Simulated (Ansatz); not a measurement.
The calculation's input:

```
crystal:
  periodic: [false, false, false]
  atoms:
    - {symbol: Cl, position_ang: [-0.184513, -0.976007, -1.520551]}
    - {symbol: Si, position_ang: [0.950339, 0.405427, 0.008606]}
    - {symbol: Si, position_ang: [-1.439975, 0.568666, -0.434730]}
    - {symbol: Zn, position_ang: [0.131259, -0.895536, 2.132975]}
basis:
  gaussian: {orbitals: def2-TZVPD}
hamiltonian: {xc: pbe0}
total_charge: 1
output: {forces: true, orbitals: {seedname: orbitals}}
```

Command:

```sh
ansatz run input.yaml --threads 1 --pin off --max-ram 2610MiB --events-out events.jsonl --progress --plain --runs-dir runs
```

Geometry: B3LYP-D3(BJ)/def2-SVP.

Method: isolated molecule in a Gaussian basis; Kohn-Sham density functional theory, functional PBE0 in Ansatz 0.2.0.

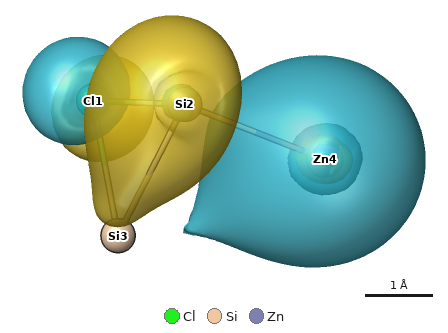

ClSi$_{2}$Zn (charge +1). The HOMO−1 at ±0.1 Å⁻³ᐟ² (yellow and cyan are the two phases), seen across its widest extent.

Q: What is the character of this orbital?

A: It lies mainly on Zn4 (about 50 %), Si2 (about 30 %), Cl1 (about 15 %) and Si3 (about 5 %). Its energy is −12.24 eV.
